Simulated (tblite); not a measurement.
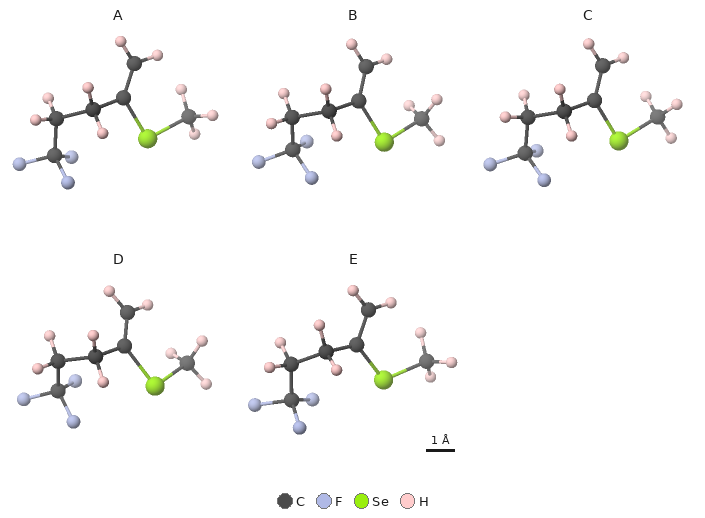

5 geometries from one relaxation of C6H9F3Se, in shuffled order. Style: ball-and-stick. Shown at a tilt.

Theory: GFN2-xTB geometry optimisation, gas phase (tblite 0.8.0). 

### Order the frames from highest to lowest energy.

E, A, C, B, D. They are steps 0, 22, 50, 82, 132, at +103.0 kJ/mol, +14.8 kJ/mol, +6.40 kJ/mol, +2.11 kJ/mol relative to the last. After 132 geometry steps the energy has fallen by 103.0 kJ/mol. The largest move after the best rigid fit is that of an H atom, 0.99 Å. By element the largest moves are H 0.99 Å, F 0.72 Å, Se 0.69 Å, C 0.39 Å. Among the contacts that change: C–F 1.424 → 1.346 Å, C–C 1.453 → 1.507 Å, C–H 1.141 → 1.092 Å, C–C 1.486 → 1.533 Å. Among the angles between lasting bonds that change: C–C–Se 127.0° → 112.7°, C–Se–C 114.6° → 101.3°, C–C–Se 115.7° → 124.6°. Groups turn about C–C by about 40°, C–Se by about 30°. Cost: 0.91 s on 1 thread of Arm Neoverse V2 (shared host).
